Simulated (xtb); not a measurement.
**Geometry relaxation, with input and output: C3H9MoNO3 (part 2 of 4)**

The same run, continued: C3H9MoNO3 (MoN(OMe)3); GFN2-xTB (xtb 6.7.1). 

Geometry of the input (Å):
```
Mo -0.0931  -0.0154  -0.1600
N  0.0254  -0.0320  1.5716
O  1.5572  -0.7914  -0.6578
C  2.7073  -1.3951  0.0111
H  2.6195  -1.3048  1.1188
H  3.6824  -0.8473  -0.3447
H  2.8115  -2.5163  -0.2605
O  -0.0197  1.8320  -0.6701
C  -0.0817  3.0874  -0.0698
H  -0.2255  2.9373  0.8964
H  -1.0774  3.5922  -0.4093
H  0.7536  3.5967  -0.3816
O  -1.3317  -0.8359  -0.7049
C  -2.5867  -1.7839  -0.0274
H  -2.5019  -1.5480  1.0503
H  -2.5272  -2.6644  -0.4201
H  -3.4868  -1.1427  -0.4800
```

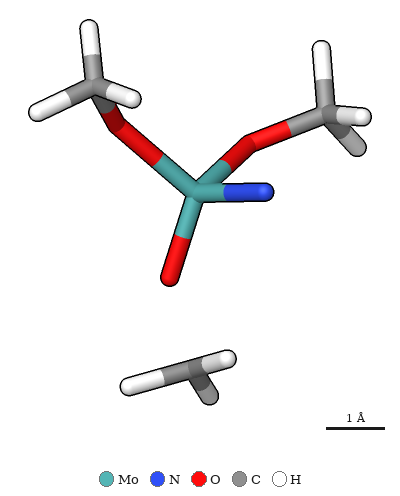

The starting structure (stick view, seen at a tilt). Sticks mark near contacts.

### The program's output, continued
```
 iter      E             dE          RMSdq      gap      omega  full diag
   1    -28.4194786 -0.284195E+02  0.165E-01    2.65       0.0  T
   2    -28.4194449  0.337552E-04  0.138E-01    2.63       1.0  T
   3    -28.4194404  0.450040E-05  0.167E-01    2.65       1.0  T
   4    -28.4195064 -0.660400E-04  0.517E-02    2.64       1.0  T
   5    -28.4195080 -0.157131E-05  0.223E-02    2.64       1.1  T
   6    -28.4195078  0.139691E-06  0.142E-02    2.65       1.7  T
   7    -28.4195083 -0.470892E-06  0.147E-03    2.64      16.5  T
   8    -28.4195083  0.397618E-07  0.337E-03    2.64       7.2  T
   9    -28.4195083 -0.497038E-07  0.228E-04    2.64     106.2  T
  10    -28.4195083 -0.262407E-09  0.168E-04    2.64     144.1  T
     SCC iter.                  ...        0 min,  0.012 sec
     gradient                   ...        0 min,  0.011 sec
 * total energy  :   -28.2032949 Eh     change       -0.8587623E-03 Eh
   gradient norm :     0.0125683 Eh/α   predicted    -0.7442946E-03 ( -13.33%)
   displ. norm   :     0.0334077 α      lambda       -0.2479033E-03
   maximum displ.:     0.0158315 α      in ANC's #30, #27, #3, ...

........................................................................
.............................. CYCLE    7 ..............................
........................................................................

 iter      E             dE          RMSdq      gap      omega  full diag
   1    -28.4215683 -0.284216E+02  0.796E-02    2.69       0.0  T
   2    -28.4215288  0.395207E-04  0.120E-01    2.67       1.0  T
   3    -28.4215785 -0.497324E-04  0.568E-02    2.68       1.0  T
   4    -28.4215812 -0.266835E-05  0.223E-02    2.68       1.1  T
   5    -28.4215815 -0.273421E-06  0.109E-02    2.68       2.2  T
   6    -28.4215812  0.281321E-06  0.849E-03    2.68       2.9  T
   7    -28.4215815 -0.360895E-06  0.635E-04    2.68      38.2  T
   8    -28.4215815  0.495977E-09  0.770E-04    2.68      31.5  T
     SCC iter.                  ...        0 min,  0.010 sec
     gradient                   ...        0 min,  0.010 sec
 * total energy  :   -28.2034945 Eh     change       -0.1995645E-03 Eh
   gradient norm :     0.0113819 Eh/α   predicted    -0.1240905E-03 ( -37.82%)
   displ. norm   :     0.0688904 α      lambda       -0.4191264E-03
   maximum displ.:     0.0303490 α      in ANC's #3, #30, #27, ...

........................................................................
.............................. CYCLE    8 ..............................
........................................................................

 iter      E             dE          RMSdq      gap      omega  full diag
   1    -28.4247715 -0.284248E+02  0.153E-01    2.77       0.0  T
   2    -28.4244582  0.313322E-03  0.332E-01    2.72       1.0  T
   3    -28.4248326 -0.374353E-03  0.795E-02    2.74       1.0  T
   4    -28.4248489 -0.163093E-04  0.408E-02    2.75       1.0  T
   5    -28.4248496 -0.744364E-06  0.198E-02    2.75       1.2  T
   6    -28.4248487  0.887929E-06  0.190E-02    2.75       1.3  T
   7    -28.4248499 -0.112779E-05  0.116E-03    2.75      20.8  T
   8    -28.4248498  0.107461E-07  0.169E-03    2.75      14.4  T
   9    -28.4248499 -0.125039E-07  0.270E-04    2.75      89.7  T
  10    -28.4248499 -0.132555E-09  0.309E-04    2.75      78.4  T
     SCC iter.                  ...        0 min,  0.012 sec
     gradient                   ...        0 min,  0.011 sec
 * total energy  :   -28.2037518 Eh     change       -0.2573076E-03 Eh
   gradient norm :     0.0062362 Eh/α   predicted    -0.2105570E-03 ( -18.17%)
   displ. norm   :     0.0302215 α      lambda       -0.8949992E-04
   maximum displ.:     0.0134609 α      in ANC's #3, #14, #12, ...

........................................................................
.............................. CYCLE    9 ..............................
........................................................................

 iter      E             dE          RMSdq      gap      omega  full diag
   1    -28.4252881 -0.284253E+02  0.558E-02    2.78       0.0  T
   2    -28.4252098  0.782307E-04  0.171E-01    2.76       1.0  T
   3    -28.4252922 -0.823415E-04  0.534E-02    2.76       1.0  T
   4    -28.4253037 -0.115693E-04  0.136E-02    2.77       1.8  T
   5    -28.4253037  0.418444E-07  0.110E-02    2.77       2.2  T
   6    -28.4253037  0.906284E-08  0.757E-03    2.77       3.2  T
   7    -28.4253038 -0.114214E-06  0.519E-04    2.77      46.8  T
   8    -28.4253038 -0.280941E-09  0.571E-04    2.77      42.5  T
     SCC iter.                  ...        0 min,  0.009 sec
     gradient                   ...        0 min,  0.011 sec
 * total energy  :   -28.2038145 Eh     change       -0.6274352E-04 Eh
   gradient norm :     0.0036831 Eh/α   predicted    -0.4479105E-04 ( -28.61%)
   displ. norm   :     0.0270606 α      lambda       -0.5144724E-04
   maximum displ.:     0.0130285 α      in ANC's #14, #6, #1, ...

........................................................................
.............................. CYCLE   10 ..............................
........................................................................

 iter      E             dE          RMSdq      gap      omega  full diag
   1    -28.4250056 -0.284250E+02  0.430E-02    2.79       0.0  T
   2    -28.4249500  0.556396E-04  0.149E-01    2.77       1.0  T
   3    -28.4250081 -0.581308E-04  0.454E-02    2.77       1.0  T
   4    -28.4250156 -0.751377E-05  0.982E-03    2.78       2.5  T
   5    -28.4250156  0.455503E-07  0.112E-02    2.78       2.2  T
   6    -28.4250157 -0.123363E-06  0.527E-03    2.78       4.6  T
   7    -28.4250157 -0.467451E-07  0.603E-04    2.78      40.2  T
   8    -28.4250157 -0.927344E-09  0.349E-04    2.78      69.4  T
     SCC iter.                  ...        0 min,  0.009 sec
     gradient                   ...        0 min,  0.010 sec
 * total energy  :   -28.2038477 Eh     change       -0.3322435E-04 Eh
   gradient norm :     0.0026748 Eh/α   predicted    -0.2574155E-04 ( -22.52%)
   displ. norm   :     0.0159791 α      lambda       -0.1679699E-04
   maximum displ.:     0.0086785 α      in ANC's #6, #14, #1, ...

........................................................................
.............................. CYCLE   11 ..............................
........................................................................

 iter      E             dE          RMSdq      gap      omega  full diag
   1    -28.4247088 -0.284247E+02  0.228E-02    2.78       0.0  T
   2    -28.4246961  0.126571E-04  0.753E-02    2.77       1.0  T
   3    -28.4247100 -0.138020E-04  0.201E-02    2.78       1.2  T
   4    -28.4247111 -0.117752E-05  0.519E-03    2.78       4.7  T
   5    -28.4247111  0.497241E-07  0.654E-03    2.78       3.7  T
   6    -28.4247111 -0.505270E-07  0.242E-03    2.78      10.0  T
   7    -28.4247111 -0.176863E-07  0.431E-04    2.78      56.3  T
   8    -28.4247111 -0.306976E-09  0.166E-04    2.78     145.7  T
     SCC iter.                  ...        0 min,  0.009 sec
     gradient                   ...        0 min,  0.010 sec
 * total energy  :   -28.2038594 Eh     change       -0.1169598E-04 Eh
   gradient norm :     0.0020482 Eh/α   predicted    -0.8401918E-05 ( -28.16%)
   displ. norm   :     0.0141810 α      lambda       -0.1002211E-04
   maximum displ.:     0.0080488 α      in ANC's #6, #1, #14, ...

........................................................................
.............................. CYCLE   12 ..............................
........................................................................

 iter      E             dE          RMSdq      gap      omega  full diag
   1    -28.4246096 -0.284246E+02  0.192E-02    2.78       0.0  T
   2    -28.4246018  0.773786E-05  0.609E-02    2.78       1.0  T
   3    -28.4246105 -0.865388E-05  0.156E-02    2.78       1.6  T
   4    -28.4246111 -0.583954E-06  0.563E-03    2.78       4.3  T
   5    -28.4246110  0.475179E-07  0.623E-03    2.78       3.9  T
   6    -28.4246111 -0.564620E-07  0.254E-03    2.78       9.6  T
   7    -28.4246111 -0.150461E-07  0.461E-04    2.78      52.6  T
   8    -28.4246111 -0.342858E-09  0.174E-04    2.78     139.4  T
     SCC iter.                  ...        0 min,  0.010 sec
     gradient                   ...        0 min,  0.010 sec
 * total energy  :   -28.2038664 Eh     change       -0.6945109E-05 Eh
   gradient norm :     0.0014465 Eh/α   predicted    -0.5013289E-05 ( -27.82%)
   displ. norm   :     0.0190416 α      lambda       -0.6113601E-05
   maximum displ.:     0.0100313 α      in ANC's #1, #6, #3, ...

........................................................................
.............................. CYCLE   13 ..............................
........................................................................

 iter      E             dE          RMSdq      gap      omega  full diag
   1    -28.4248260 -0.284248E+02  0.235E-02    2.78       0.0  T
   2    -28.4248141  0.118999E-04  0.757E-02    2.77       1.0  T
   3    -28.4248273 -0.132068E-04  0.209E-02    2.78       1.2  T
   4    -28.4248283 -0.100564E-05  0.869E-03    2.78       2.8  T
   5    -28.4248283  0.380889E-07  0.817E-03    2.78       3.0  T
   6    -28.4248283 -0.944148E-07  0.404E-03    2.78       6.0  T
   7    -28.4248284 -0.327647E-07  0.620E-04    2.78      39.1  T
   8    -28.4248284 -0.685500E-09  0.206E-04    2.78     117.5  T
     SCC iter.                  ...        0 min,  0.011 sec
     gradient                   ...        0 min,  0.010 sec
 * total energy  :   -28.2038715 Eh     change       -0.5088803E-05 Eh
   gradient norm :     0.0011962 Eh/α   predicted    -0.3058300E-05 ( -39.90%)
   displ. norm   :     0.0076663 α      lambda       -0.2302287E-05
   maximum displ.:     0.0046401 α      in ANC's #1, #3, #4, ...

........................................................................
.............................. CYCLE   14 ..............................
........................................................................

 iter      E             dE          RMSdq      gap      omega  full diag
   1    -28.4251270 -0.284251E+02  0.689E-03    2.78       0.0  T
   2    -28.4251262  0.805858E-06  0.186E-02    2.78       1.3  T
   3    -28.4251271 -0.867681E-06  0.598E-03    2.78       4.1  T
   4    -28.4251272 -0.996713E-07  0.225E-03    2.78      10.8  T
   5    -28.4251272  0.107496E-07  0.270E-03    2.78       9.0  T
   6    -28.4251272 -0.146916E-07  0.517E-04    2.78      46.9  T
   7    -28.4251272 -0.121730E-09  0.123E-04    2.78     197.2  T
     SCC iter.                  ...        0 min,  0.008 sec
     gradient                   ...        0 min,  0.010 sec
 * total energy  :   -28.2038739 Eh     change       -0.2421648E-05 Eh
   gradient norm :     0.0006002 Eh/α   predicted    -0.1151034E-05 ( -52.47%)
   displ. norm   :     0.0105006 α      lambda       -0.1280381E-05
   maximum displ.:     0.0068735 α      in ANC's #1, #4, #3, ...

   *** GEOMETRY OPTIMIZATION CONVERGED AFTER 14 ITERATIONS ***

------------------------------------------------------------------------
 total energy gain   :        -0.1001047 Eh      -62.8166 kcal/mol
 total RMSD          :         0.1783028 a0        0.0944 Å
 total power (kW/mol):       -18.7731988 (step) -709.1500 (real)
------------------------------------------------------------------------

 ANCopt (total)                0 d,  0 h,  0 min,  0.371 sec
 optimizer setup                ...        0 min,  0.000 sec (  0.031%)
 model hessian                  ...        0 min,  0.002 sec (  0.597%)
 ANC generation                 ...        0 min,  0.001 sec (  0.184%)
 coordinate transformation      ...        0 min,  0.000 sec (  0.075%)
 single point calculation       ...        0 min,  0.359 sec ( 96.945%)
 optimization log               ...        0 min,  0.002 sec (  0.518%)
 hessian update                 ...        0 min,  0.000 sec (  0.076%)
 rational function              ...        0 min,  0.004 sec (  0.958%)

================
 final structure:
================
17
 xtb: 6.7.1
Mo           0.01300573877395        0.01305524059735       -0.16399738757791
N           -0.01665182320793        0.01890811237704        1.54295570675271
O            1.57654525069676       -0.79443609852108       -0.57675355836197
C            2.70138590219101       -1.38420952149057        0.00020806054618
H            2.61859761405703       -1.31937281894722        1.09835823449209
H            3.60817677618199       -0.85953034563554       -0.33571121358557
H            2.76328177638743       -2.43915298747020       -0.30552089479742
O           -0.05895126311524        1.75907334991830       -0.62292541492527
C           -0.12359263883129        3.04992584983789       -0.09806155605862
H           -0.16944294100788        2.99225565015702        1.00270907375504
H           -1.02018490201579        3.56017246593280       -0.48004618896271
H            0.76854805795512        3.61637446789170       -0.40243767920017
O           -1.45058389042467       -0.93898923903341       -0.62967595892384
C           -2.53321706805198       -1.63885868182984       -0.09688930970274
H           -2.47965787998579       -1.60043275825504        1.00410866420094
H           -2.49862161776194       -2.68483619388991       -0.43487001963771
H           -3.47333709184076       -1.18161649163930       -0.43959055801304

 Bond Distances (Angstroems)
 ---------------------------
Mo1-N2=1.7072        Mo1-O3=1.8075        Mo1-O8=1.8068        Mo1-O13=1.8070       N2-Mo1=1.7072        O3-Mo1=1.8075
O3-C4=1.3950         C4-O3=1.3950         C4-H5=1.1032         C4-H6=1.1002         C4-H7=1.1001         H5-C4=1.1032
H6-C4=1.1002         H7-C4=1.1001         O8-Mo1=1.8068        O8-C9=1.3950         C9-O8=1.3950         C9-H10=1.1032
C9-H11=1.1001        C9-H12=1.0997        H10-C9=1.1032        H11-C9=1.1001        H12-C9=1.0997        O13-Mo1=1.8070
O13-C14=1.3949       C14-O13=1.3949       C14-H15=1.1030       C14-H16=1.0998       C14-H17=1.1002       H15-C14=1.1030
H16-C14=1.0998       H17-C14=1.1002
 C  H  Rav=1.1010 sigma=0.0015  Rmin=1.0997  Rmax=1.1032     9
 O  C  Rav=1.3950 sigma=0.0000  Rmin=1.3949  Rmax=1.3950     3
 Mo N  Rav=1.7072 sigma=0.0000  Rmin=1.7072  Rmax=1.7072     1
 Mo O  Rav=1.8071 sigma=0.0003  Rmin=1.8068  Rmax=1.8075     3

 selected bond angles (degree)
 --------------------
O3-Mo1-N2=104.17               O8-Mo1-N2=104.48               O8-Mo1-O3=114.09               O13-Mo1-N2=104.21
O13-Mo1-O3=113.98              O13-Mo1-O8=114.29              C4-O3-Mo1=142.37               H5-C4-O3=109.05
H6-C4-O3=109.68                H6-C4-H5=109.74                H7-C4-O3=109.62                H7-C4-H5=109.71
H7-C4-H6=109.03                C9-O8-Mo1=143.18               H10-C9-O8=109.21               H11-C9-O8=109.65
H11-C9-H10=109.68              H12-C9-O8=109.57               H12-C9-H10=109.68              H12-C9-H11=109.04

 selected dihedral angles (degree)
 ---------------------------------
C4-O3-Mo1-N2=  0.24           C4-O3-Mo1-O8=113.52           C4-O3-Mo1-O13=247.32          H5-C4-O3-Mo1=358.39
H6-C4-O3-Mo1=238.20           H7-C4-O3-Mo1=118.52           C9-O8-Mo1-N2=  0.24           C9-O8-Mo1-O3=247.13
C9-O8-Mo1-O13=113.48          H10-C9-O8-Mo1=358.14          H11-C9-O8-Mo1=237.93          H12-C9-O8-Mo1=118.29
           -------------------------------------------------
          |                Final Singlepoint                |
           -------------------------------------------------

          ...................................................
          :                      SETUP                      :
          :.................................................:
          :  # basis functions                  47          :
          :  # atomic orbitals                  46          :
          :  # shells                           26          :
          :  # electrons                        50          :
          :  max. iterations                   250          :
          :  Hamiltonian                  GFN2-xTB          :
          :  restarted?                      false          :
          :  GBSA solvation                  false          :
          :  PC potential                    false          :
          :  electronic temp.          300.0000000     K    :
          :  accuracy                    1.0000000          :
          :  -> integral cutoff          0.2500000E+02      :
          :  -> integral neglect         0.1000000E-07      :
          :  -> SCF convergence          0.1000000E-05 Eh   :
          :  -> wf. convergence          0.1000000E-03 e    :
          :  Broyden damping             0.4000000          :
          :  net charge                          0          :
          :  unpaired electrons                  0          :
          ...................................................
```
